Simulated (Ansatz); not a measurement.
**CH₄ClGa: density, localisation and related maps**

The calculation's input:

```
crystal:
  periodic: [false, false, false]
  atoms:
    - { symbol: Ga, position_ang: [0.307488, 0.018913, 0.020549] }
    - { symbol: C, position_ang: [1.057482, -0.053854, 1.830091] }
    - { symbol: H, position_ang: [0.48807, -0.20251, 2.768899] }
    - { symbol: H, position_ang: [1.822582, -0.8508, 1.726092] }
    - { symbol: H, position_ang: [1.603277, 0.912015, 1.873376] }
    - { symbol: H, position_ang: [1.788124, 0.248544, -0.407485] }
    - { symbol: Cl, position_ang: [-1.589822, -0.072308, -1.008821] }
basis:
  gaussian: { orbitals: def2-SVP }
hamiltonian:
  xc: blyp
  dispersion: d4
relax:
  f_tol: 0.03
  max_steps: 50
output:
  orbitals: {}
```

Launched as:

```sh
ansatz run input.yaml --threads 2 --pin off --max-ram 3072MiB --backend cpu --events-out ev --progress --plain --runs-dir out
```

The fields are those of the run's last geometry, not of the input's.

The calculation used Ansatz, RKS BLYP-D4/def2-SVP.

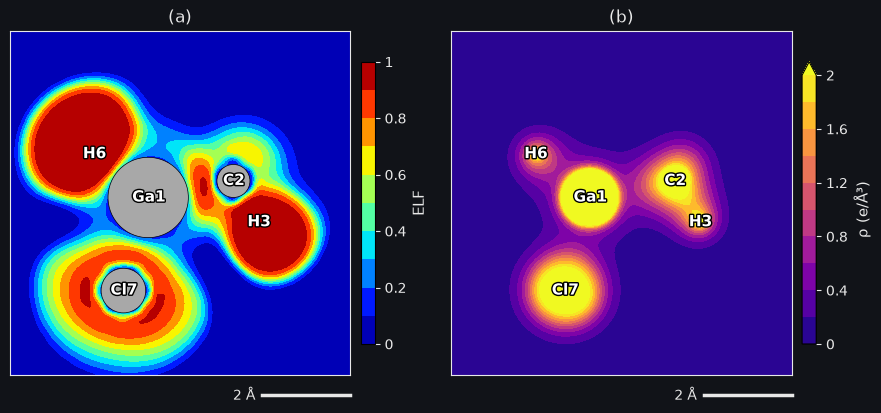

Figure 1. (a) ELF; (b) electron density on the plane of atoms H6, Ga1 and Cl7. Grey discs cover the atomic cores in the ELF map.

**What does the map show?**

- The section cuts through Ga, C, H and Cl sites.
- C–Ga (1.98 Å): ρ at the midpoint is about 0.77 e/Å³; the ELF peaks at about 0.90 in the valence shell of C, 0.7 Å from its nucleus, and is about 0.60 at the midpoint.
- Ga–Cl (2.20 Å): ρ at the midpoint is about 0.62 e/Å³; the ELF peaks at about 0.85 in the valence shell of Cl, 0.9 Å from its nucleus, and is about 0.50 at the midpoint.
- C–H (1.11 Å): ρ is about 1.9 e/Å³ halfway; the ELF climbs to about 1 towards the hydrogen, as it does in any bond to H; an ordinary covalent bond to hydrogen.
- Ga–H (1.58 Å): ρ at the midpoint is about 0.94 e/Å³; the ELF climbs to about 1 towards the hydrogen.
- The ELF also peaks beside Cl7, away from the bonds: lone-pair regions.

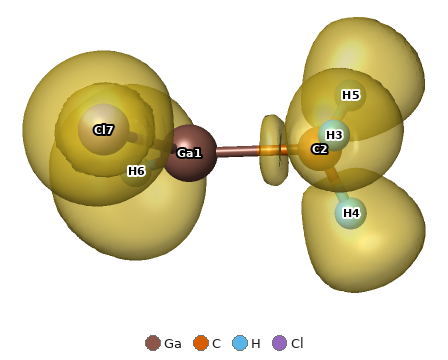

Figure 2. Isosurface of the electron localisation function at 0.8 (yellow), seen from one side. Core shells and regions of very low density are left out.

**Identify the bonds, lone pairs and shells in this picture.**

The ELF exceeds this value in four regions around hydrogen nuclei, one lobe of the valence shell of C pointing towards Ga (polar bonds) and one region wrapped around Cl (its valence shell).

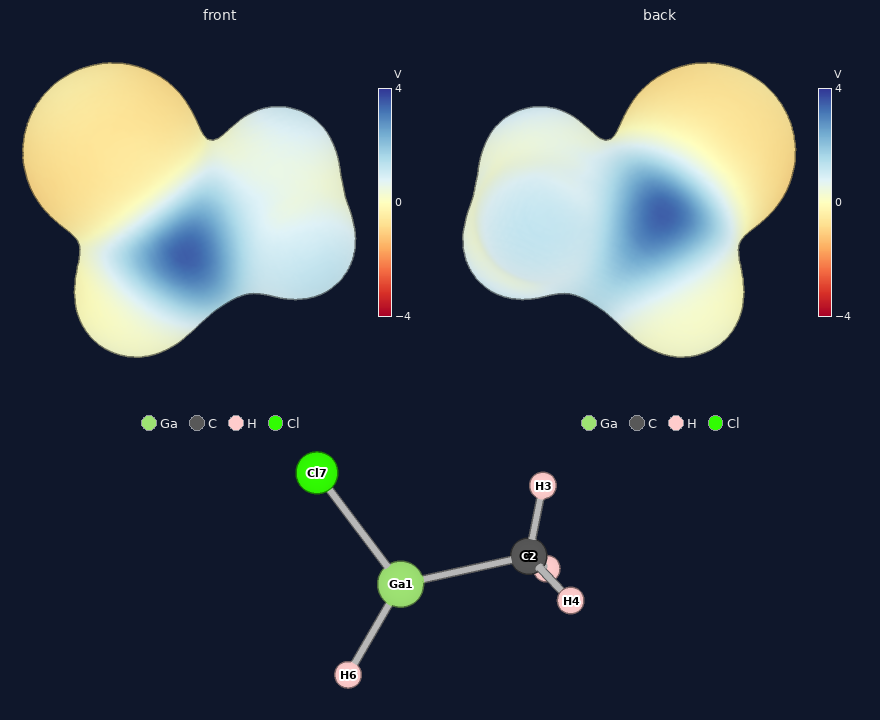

Figure 3. The molecular electrostatic potential painted on the density surface at 0.004 e/bohr³, seen from the front and from behind; the colour scale runs from red (negative) to blue (positive). The bare structure is drawn below in the same view.

**Which sites attract a positive test charge, and which a negative one?**

A positive charge is drawn to the negative regions and a negative charge to the positive ones. The most negative region (about −0.9 V) lies over Cl7, the most positive (about +3.4 V) over Ga1.
